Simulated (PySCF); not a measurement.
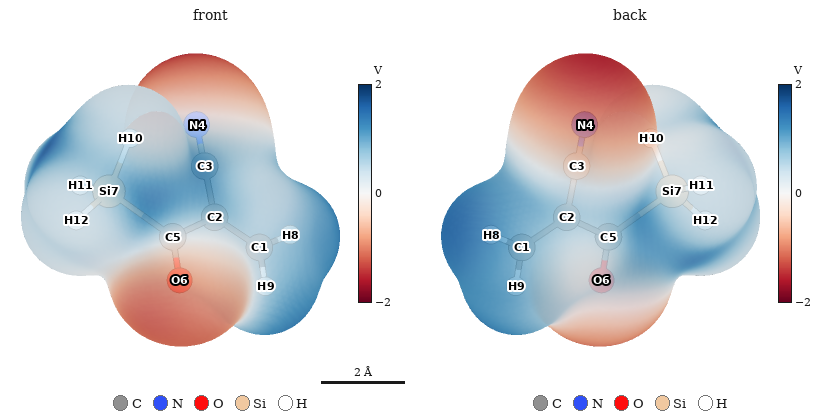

The picture shows: C$_{4}$H$_{5}$NOSi (SMILES C=C(C#N)C(=O)[SiH3]). The molecular electrostatic potential painted on the density surface at 0.002 e/bohr³, seen from the front and from behind; the colour scale runs from red (negative) to blue (positive).

Geometry: GFN2-xTB.

All numbers below come from PBE0/pcSseg-1, SCF density, gas phase, non-relativistic in PySCF 2.14.0.

Input file:

```
{"job": {"kind": "nmr", "xc": "PBE0", "basis": "pcSseg-1"}, "charge": 0, "multiplicity": 1}
C     -1.429355    -0.372785     1.635086
C     -0.573229     0.097874     0.722354
C     -0.219291     1.465502     0.673013
N      0.067964     2.574951     0.634107
C      0.049505    -0.816874    -0.294556
O     -0.227977    -1.996143    -0.291247
Si     1.278557    -0.070876    -1.576678
H     -1.893513     0.254177     2.377901
H     -1.672469    -1.423795     1.636731
H      0.535119     0.945002    -2.318588
H      2.370828     0.519814    -0.806402
H      1.715060    -1.177534    -2.417747
```

Launched as:

```sh
OMP_NUM_THREADS=1 python probes_run.py task.json out
```

### Describe the electrostatic potential map.

The most negative region (about −1.6 V) lies over N4, the most positive (about +1.6 V) over Si7 and H8. N4 is the likeliest acceptor of a hydrogen bond.
